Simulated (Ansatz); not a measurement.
# BH4OSi (charge −1): what the fields show

```xyz
7

B    -1.3899    0.1735   -0.7408
O    -0.4954   -0.6374   -0.2229
Si    0.5406   -0.5702    1.2231
H    -2.0399   -0.1933   -1.7085
H    -1.6030    1.2858   -0.2898
H     0.6586    0.9705    1.3284
H     1.8749   -0.7036    0.4578
```

Geometry: PBE0-D4/def2-TZVPD.

These are results of Ansatz 0.2.0, RKS PBE0-D4/def2-TZVPPD, not measurements.

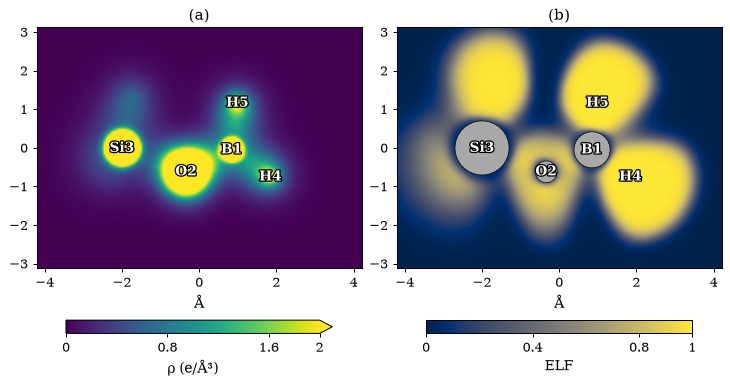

Figure 1. (a) electron density; (b) electron localisation function on the plane of atoms H4, B1 and H5. Grey discs cover the atomic cores in the ELF map.

What do the fields say about this system?

The section cuts through B, O, Si and H sites. B–O (1.31 Å): the density is about 2.3 e/Å³ at the midpoint; the ELF peaks at about 0.85 between the atoms (a polar covalent bond). Si–O (1.78 Å): ρ at the midpoint is about 0.85 e/Å³; the ELF peaks at about 0.90 between the atoms (a polar covalent bond). B–H (1.22 Å): the density is about 1.2 e/Å³ at the midpoint; the ELF climbs to about 1 towards the hydrogen, as it does in any bond to H: an ordinary covalent bond to hydrogen. The ELF also peaks beside O2, away from the bonds: lone-pair regions.

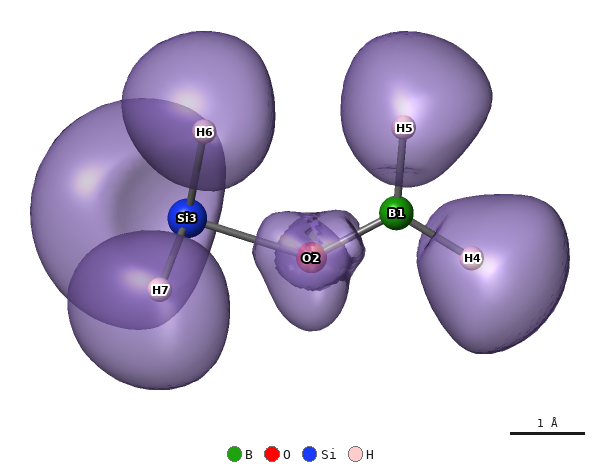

Figure 2. Isosurface of the electron localisation function at 0.8 (purple), seen at an oblique angle. Core shells and regions of very low density are left out.

Identify the bonds, lone pairs and shells in this picture.

The surface consists of four regions around hydrogen nuclei, one region on O in which the atom's valence shell and bonds are merged and one lobe on Si, pointing away from the bonds (lone pairs).

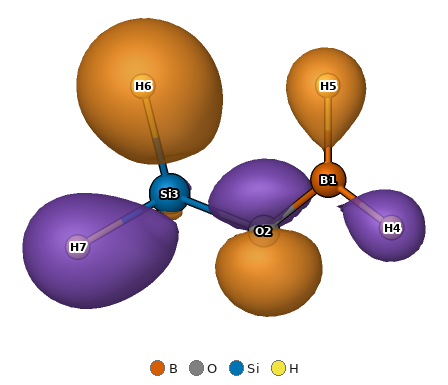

Figure 3. The HOMO−1 at ±0.15 Å⁻³ᐟ² (orange and purple are the two phases), seen at a tilt.

Describe this orbital and give its energy.

By Hirshfeld shares it lies mainly on Si3 (about 25 %), O2 (about 25 %), H6 (about 25 %), H7 (about 15 %) and B1 (about 5 %). Its energy is −2.90 eV.

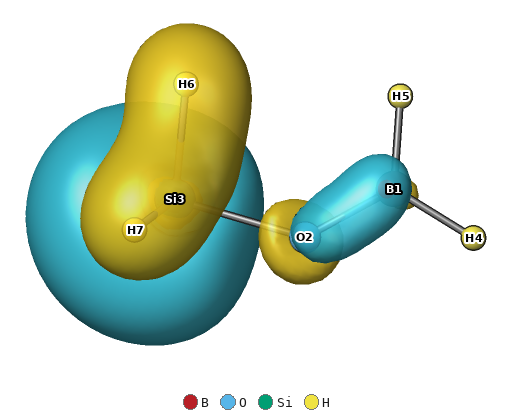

Figure 4. The HOMO at ±0.1 Å⁻³ᐟ² (yellow and cyan are the two phases), seen at a tilt.

What is the character of this orbital?

It lies mainly on Si3 (about 75 %), H7 (about 10 %) and H6 (about 10 %). Its energy is −0.18 eV.
